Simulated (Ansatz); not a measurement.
System: K₂Tl₂Zn.

```xyz
20
Lattice="0.0000 -7.1381 0.0000 -14.0458 0.0000 0.0000 0.0000 0.0000 -6.9508" Properties=species:S:1:pos:R:3 pbc="T T T"
K    -8.9313   -5.0447    0.0000
K    -1.9084   -1.4757   -3.4754
K   -12.1374   -5.6624   -3.4754
K    -5.1145   -2.0934    0.0000
K    -8.9313   -2.0934   -3.4754
K    -1.9084   -5.6624    0.0000
K    -5.1145   -5.0447   -3.4754
K   -12.1374   -1.4757    0.0000
Tl  -12.4483   -5.0773    0.0000
Tl   -5.4255   -1.5082   -3.4754
Tl   -8.6203   -5.6299   -3.4754
Tl   -1.5974   -2.0608    0.0000
Tl  -12.4483   -2.0608   -3.4754
Tl   -5.4255   -5.6299    0.0000
Tl   -1.5974   -5.0773   -3.4754
Tl   -8.6203   -1.5082    0.0000
Zn   -7.0229    0.0000   -5.2131
Zn    0.0000   -3.5690   -1.7377
Zn    0.0000   -3.5690   -5.2131
Zn   -7.0229    0.0000   -1.7377
```

Space group Ibam; built by placing these elements on a known structure type; not relaxed (largest force 0.4 eV/Å); computed pressure about 2 GPa in this cell.

Level of theory: DFT, PAW plane waves, PBE in Ansatz.

> Predict the electron localisation function between the atoms.

K–Tl (3.52 Å): the ELF is about 0.15 at the midpoint (no shared electron pair shows on this line).

> Which way does charge flow, and how much by Bader's partition?

Electrons move from K towards Tl and Zn. Bader charges: K +0.68, Tl −0.54 and Zn −0.27 e.

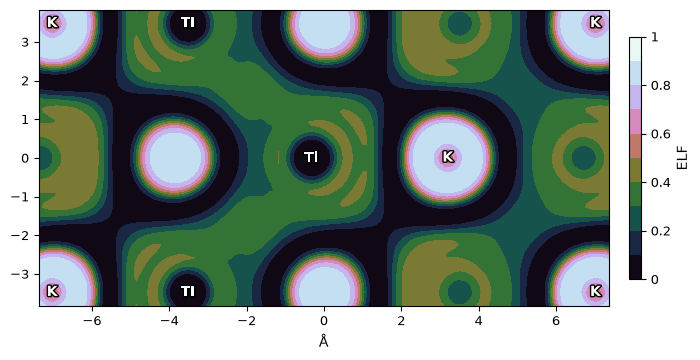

Computed electron localisation function on the (100) plane of the conventional cell. Atoms just off the plane (K, 0.6 Å away and Tl, 0.6 Å away) can leave unmarked features too.
